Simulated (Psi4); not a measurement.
# MP3/cc-pVTZ run of CuCl (cuprous chloride)

What is the vertical ionisation energy of CuCl (cuprous chloride) at MP3/cc-pVTZ? 

Program for the calculation: Psi4 1.11.

5 further runs of the same task are left out: 3 that didn't finish, 2 set aside as unsound or not needed.

## 1. The structure to begin with

The species is CuCl (2 atoms), meant as a singlet with charge 0. As SMILES, `[Cl][Cu]`. Geometry: relaxed at PBE0-D4/def2-TZVP.

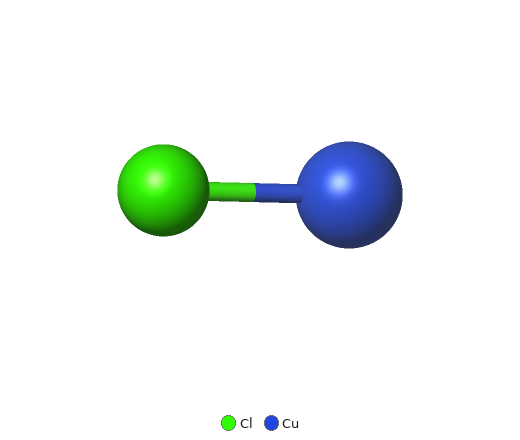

The structure, seen from a chosen angle (chlorine green, copper blue).

## 2. The energy at MP3/cc-pVTZ

File input.inp:

```
memory 1.6 GB

molecule {
  0 1
  Cl
  Cu 1 R2

  R2 = 2.075996
  symmetry c1
}

set {
  puream          true
  e_convergence   1e-09
  d_convergence   1e-08
  scf_type        pk
  num_frozen_docc 10
  mp_type         conv
}

e = energy("mp3/cc-pVTZ")
```

Run with:

```
$ psi4 -i input.inp -o input.out -n 1
```

input.out, shortened:

```text
[...]
  Running in c1 symmetry.
[...]
  Nuclear repulsion =  125.667084551372000
[...]
  Multiplicity = 1
[...]
  Nalpha       = 23
  Nbeta        = 23
[...]
    Number of basis functions: 102
[...]
   @RHF iter   1: -2096.04432690091789   -9.44046e-01   3.97313e-02 DIIS/ADIIS
[...]
   @RHF iter  15: -2098.54211560117437   -4.54747e-12   2.93326e-09 DIIS
[...]
    Orbital Energies [Eh]
    ---------------------
    Doubly Occupied:
       1A   -328.839025     2A   -104.749132     3A    -40.865892
       4A    -35.665902     5A    -35.665902     6A    -35.663302
       7A    -10.474971     8A     -7.941406     9A     -7.940612
      10A     -7.940612    11A     -5.059773    12A     -3.375675
      13A     -3.371964    14A     -3.371964    15A     -0.996014
      16A     -0.549275    17A     -0.549275    18A     -0.547752
      19A     -0.539328    20A     -0.539328    21A     -0.406180
      22A     -0.386848    23A     -0.386848
[...]
  @RHF Final Energy: -2098.54211560117437
   => Energetics <=
    Nuclear Repulsion Energy =            125.6670845513719996
    One-Electron Energy =               -3176.7644466897027087
    Two-Electron Energy =                 952.5552465371564494
    Total Energy =                      -2098.5421156011743733
[...]
 Multipole Moments:
 ------------------------------------------------------------------------------------
     Multipole            Electronic (a.u.)      Nuclear  (a.u.)        Total (a.u.)
 ------------------------------------------------------------------------------------
 L = 1.  Multiply by 2.5417464519 to convert [e a0] to [Debye]
 Dipole X            :         -0.0000000            0.0000000           -0.0000000
 Dipole Y            :          0.0000000            0.0000000            0.0000000
 Dipole Z            :          4.7705545           -2.2323121            2.5382424
 Magnitude           :                                                    2.5382424
[...]
	SCS-MP2 Total Energy (a.u.)        : -2099.54655494560211
	SOS-MP2 Total Energy (a.u.)        : -2099.50048385659375
[...]
	SOS-PI-MP2 Total Energy (a.u.)     : -2099.57420449162646
[...]
	MP2 Total Energy (a.u.)            : -2099.63869712361793
[...]
	SCS-MP3 Total Energy (a.u.)        : -2099.49952525900517
[...]
	MP3 Total Energy (a.u.)            : -2099.45057837722970
[...]
```

Wall time 5.4 min (1 thread of Intel Xeon Platinum 8375C at 2.90GHz (Ice Lake), shared host); peak memory 1.4 GiB.

## 3. The doublet cation at the same level

File clcu.xyz:

```xyz
2
ClCu
Cl     0.898300    -0.345200     0.446400
Cu    -0.868800     0.285000    -0.442400
```

File calc.py:

```python
import psi4

psi4.set_memory('1600 MB')
psi4.set_num_threads(1)
psi4.core.set_output_file('psi4.out', False)

with open('clcu.xyz') as f:
    atoms = ''.join(f.readlines()[2:])
molecule = psi4.geometry('1 2\n' + atoms + 'symmetry c1')

psi4.set_options({
    'basis': 'cc-pVTZ',
    'reference': 'uhf',
    'puream': True,
    'e_convergence': 1e-09,
    'd_convergence': 1e-08,
    'scf_type': 'pk',
    'num_frozen_docc': 10,
    'maxiter': 100,
    'mp_type': 'conv',
})

e = psi4.energy("mp3", molecule=molecule)
print(f'total energy {e:.8f} hartree = {e * 27.211386:.5f} eV')
```

Run with:

```
$ python calc.py
```

psi4.out, shortened:

```text
[...]
  Running in c1 symmetry.
[...]
  Nuclear repulsion =  125.667077291083629
[...]
  Multiplicity = 2
[...]
  Nalpha       = 23
  Nbeta        = 22
[...]
    Number of basis functions: 102
[...]
   @UHF iter   1: -2095.60759950072088   -5.07319e-01   3.98714e-02 DIIS/ADIIS
[...]
   @UHF iter  17: -2098.21547792457204   -6.82121e-12   4.49830e-09 DIIS
[...]
   @S^2 Observed:                7.607100876E-01
[...]
  @UHF Final Energy: -2098.21547792457204
   => Energetics <=
    Nuclear Repulsion Energy =            125.6670772910836291
    One-Electron Energy =               -3163.2247639340157548
    Two-Electron Energy =                 939.3422087183598705
    Total Energy =                      -2098.2154779245720420
  UHF NO Occupations:
  HONO-2 :   21  A 1.9994574
  HONO-1 :   22  A 1.9958191
[...]
 Multipole Moments:
 ------------------------------------------------------------------------------------
     Multipole            Electronic (a.u.)      Nuclear  (a.u.)        Total (a.u.)
 ------------------------------------------------------------------------------------
 L = 1.  Multiply by 2.5417464519 to convert [e a0] to [Debye]
 Dipole X            :          0.0000000           -0.0000000            0.0000000
 Dipole Y            :          0.0000000            0.0000000            0.0000000
 Dipole Z            :         -2.9664188            2.2323122           -0.7341066
 Magnitude           :                                                    0.7341066
[...]
	SCS-MP2 Total Energy (a.u.)        : -2099.17496028102187
	SOS-MP2 Total Energy (a.u.)        : -2099.13114439794663
[...]
	SOS-PI-MP2 Total Energy (a.u.)     : -2099.20158028051401
[...]
	MP2 Total Energy (a.u.)            : -2099.26259204717280
[...]
	SCS-MP3 Total Energy (a.u.)        : -2099.13024580941783
[...]
	MP3 Total Energy (a.u.)            : -2099.08373416075710
[...]
```

Standard output:

```text
total energy -2099.08373416 hartree = -57118.97774 eV
```

It took 5.8 min on 1 thread of Intel Xeon Platinum 8375C at 2.90GHz (Ice Lake), shared host; peak memory 1.4 GiB.

## 4. Outcome

Level: MP3/cc-pVTZ, 10 core orbitals frozen.

| quantity | value |
| --- | --- |
| singlet CuCl: total energy | -2099.45058 Eh |
| singlet CuCl: HOMO energy (Hartree–Fock orbitals) | -10.53 eV |
| singlet CuCl: LUMO energy (Hartree–Fock orbitals) | -0.31 eV |
| singlet CuCl: HOMO–LUMO gap (Hartree–Fock orbitals) | 10.22 eV |
| singlet CuCl: correlation energy (10 core orbitals frozen) | -908.5 mEh |
| doublet cation: total energy | -2099.08373 Eh |
| doublet cation: HOMO energy (Hartree–Fock orbitals) (highest over α and β) | -19.29 eV |
| doublet cation: LUMO energy (Hartree–Fock orbitals) (lowest over α and β) | -7.55 eV |
| doublet cation: correlation energy (10 core orbitals frozen) | -868.3 mEh |
| doublet cation: ⟨S²⟩ of the reference determinant | 0.761 |
| vertical ionisation energy (to the doublet cation) | 9.982 eV |

In words: Removing an electron at fixed nuclei costs 9.98 eV (230 kcal/mol).
